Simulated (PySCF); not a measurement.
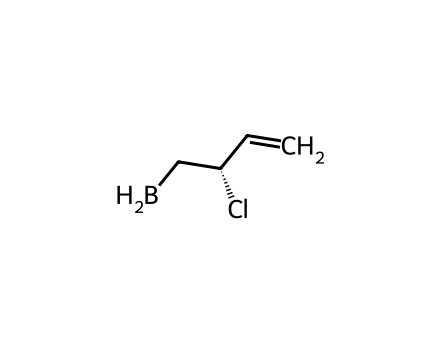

> Write the SMILES.

BC[C@@H](Cl)C=C

> Give the formula, hydrogens included.

C4H8BCl.

> An optimisation with PBE0-D3(BJ)/def2-SVP gave a structure of which point group?

C1.

More results for the same structure follow; atom numbers are the same in all pictures, views and colours differ. The computed structure is the end point of a PBE0-D3(BJ)/def2-SVP optimisation. No frequency run is at hand to confirm it as a minimum.

Bond orders

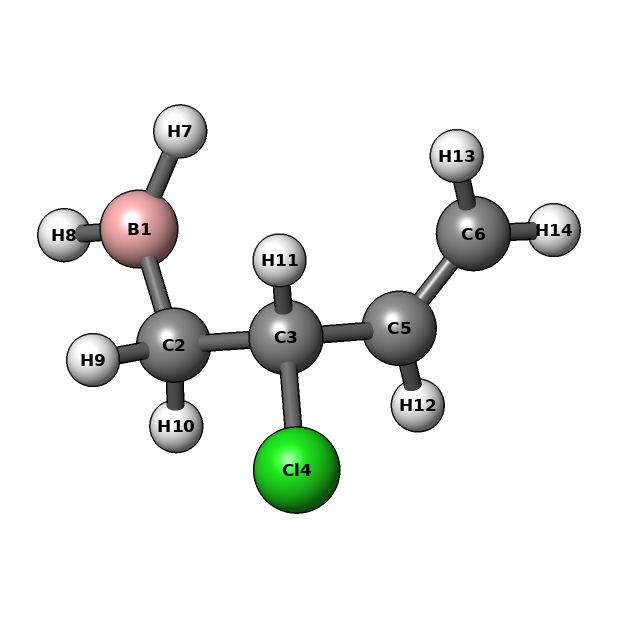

Every bond is drawn as one stick. No frequency run is at hand to confirm it as a minimum. Level of theory: PBE0/6-31G (PySCF 2.14.0).

> Which bond has the highest Mayer bond order?

C5–C6, 1.93, at a length of 1.333 Å.

List the Mayer bond orders of B1–C2, B1–H7, B1–H8, C2–C3, C2–H9, C2–H10, C3–Cl4, C3–C5, C3–H11, C5–C6, C5–H12, C6–H13, C6–H14.

```csv
bond,Mayer order,length (Å)
B1–C2,0.99,1.558
B1–H7,0.98,1.210
B1–H8,0.98,1.209
C2–C3,0.90,1.517
C2–H9,0.89,1.112
C2–H10,0.92,1.104
C3–Cl4,0.98,1.817
C3–C5,0.94,1.493
C3–H11,0.91,1.099
C5–C6,1.93,1.333
C5–H12,0.93,1.097
C6–H13,0.94,1.095
C6–H14,0.94,1.093
```

NMR shielding

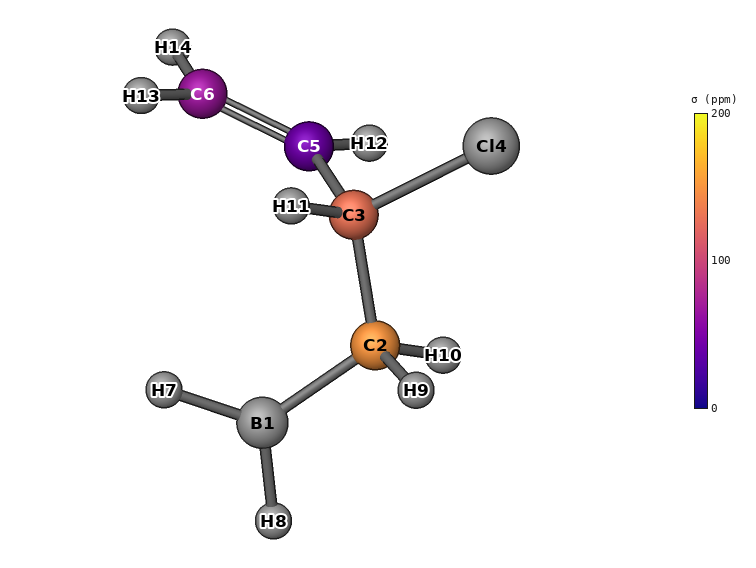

Atoms are coloured by their isotropic NMR shieldings (C only, the others grey). No frequency run is at hand to confirm it as a minimum. Method: GIAO HF/pcSseg-1 NMR shielding, non-relativistic, gas phase (PySCF 2.14.0).

> Which C atom is the most shielded (lowest chemical shift)?

C2 (150.3 ppm).

> Which C atom is the least shielded (highest chemical shift)?

C5 (41.7 ppm).

> How wide is the range of C shifts?

108.6 ppm.

Give the isotropic NMR shieldings of the C atoms atom by atom.

| atom | σ (ppm) |
| --- | --- |
| C2 | 150.3 |
| C3 | 130.0 |
| C5 | 41.7 |
| C6 | 67.5 |

Electronic properties

No frequency run is at hand to confirm it as a minimum. Properties computed with mPW1PW91/pcSseg-1, gas phase (PySCF 2.14.0).

> What is the HOMO–LUMO gap?

6.33 eV.

> Estimate the HOMO energy (Kohn–Sham orbital).

−7.89 eV.

> What is the dipole moment?

1.78 D.
